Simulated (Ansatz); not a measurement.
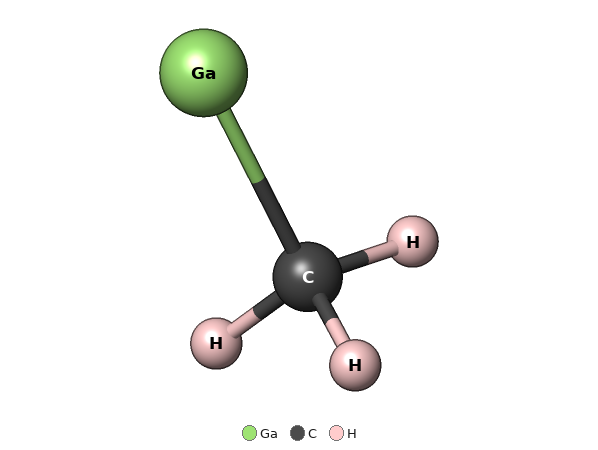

Harmonic vibrations computed with RKS PBE0-D4/def2-TZVP (Ansatz 0.2.0) at a stationary point of the same level.

Minimum or transition state?

Answer. A minimum: no imaginary frequency, and the lowest mode lies at 479 cm⁻¹.

List the wavenumbers.

Answer. 9 modes: 479, 479, 491, 1170, 1422, 1422, 3008, 3096, 3096 cm⁻¹.
